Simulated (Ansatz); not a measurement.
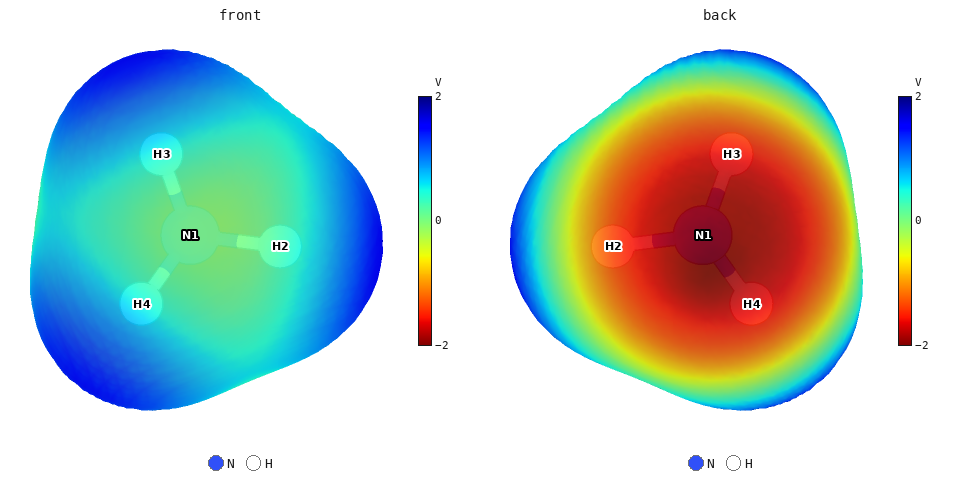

Figure. NH3. The electrostatic potential painted on the density surface at 0.002 e/bohr³, seen from the front and from behind; the colour scale runs from red (negative) to blue (positive).

Geometry: PBE0-D4/def2-TZVP.

Level of theory: Ansatz 0.2.0, RKS PBE0-D4/def2-TZVPPD.

Q: Where is the surface potential most negative and most positive?

A: The most negative region (about −2.0 V) lies over N1, the most positive (about +1.5 V) over H2, H3 and H4. N1 is the likeliest acceptor of a hydrogen bond.
